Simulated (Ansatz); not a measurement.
The calculation's input:

```
basis:
  gaussian: {orbitals: def2-TZVPD}
crystal:
  periodic: [false, false, false]
  atoms:
    - {symbol: Al, position_ang: [0.529259, -0.801630, -2.838507]}
    - {symbol: B, position_ang: [1.155641, -0.301642, -0.850876]}
    - {symbol: B, position_ang: [2.167925, 0.493451, -1.687033]}
    - {symbol: F, position_ang: [-0.120863, 0.400420, -3.804568]}
    - {symbol: H, position_ang: [-0.048207, -0.048005, -0.858388]}
    - {symbol: H, position_ang: [1.512961, -1.371337, -0.402114]}
    - {symbol: H, position_ang: [2.994449, 1.070585, -2.331099]}
    - {symbol: H, position_ang: [0.222296, -2.291339, -3.263686]}
total_charge: 0
magnetization: {spin_polarized: false, initial_magnetization: 0}
hamiltonian: {xc: pbe0}
output: {forces: true, orbitals: {seedname: orbitals}}
```

Launched as:

```sh
ansatz run input.yaml --threads 2 --pin off --max-ram 4350MiB --events-out events.jsonl --progress --plain --runs-dir runs
```

Geometry: PBE0-D3(BJ)/def2-SVP.

Level of theory: Ansatz, isolated molecule in a Gaussian basis; Kohn-Sham density functional theory, functional PBE0.

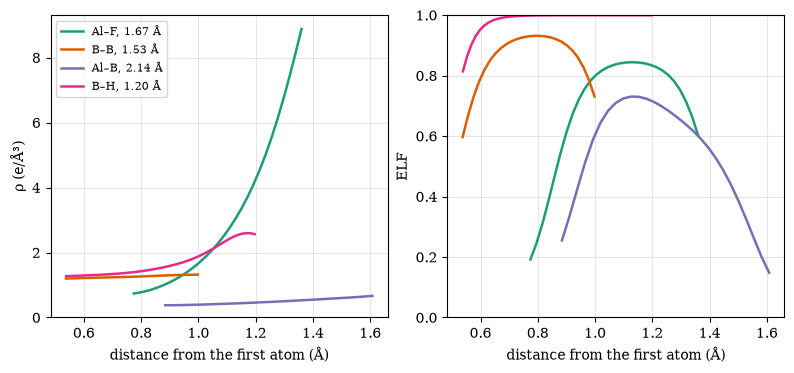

AlB2FH4. Total electron density and electron localisation function along straight lines between neighbouring atoms. The curves leave out the atomic cores.

### Compare the contacts.

Al–F (1.67 Å): the density is about 0.86 e/Å³ at the midpoint; the ELF peaks at about 0.85 in the valence shell of F, 0.5 Å from its nucleus, and is about 0.40 at the midpoint.
B–B (1.53 Å): ρ at the midpoint is about 1.3 e/Å³; the ELF peaks at about 0.95 between the atoms (localised, covalent bonding).
Al–B (2.14 Å): the density is about 0.42 e/Å³ at the midpoint; the ELF peaks at about 0.75 in the valence shell of B, 1.0 Å from its nucleus, and is about 0.70 at the midpoint.
B–H (1.20 Å): the density is about 1.3 e/Å³ at the midpoint; the ELF climbs to about 1 towards the hydrogen, as it does in any bond to H: a covalent bond by its length.
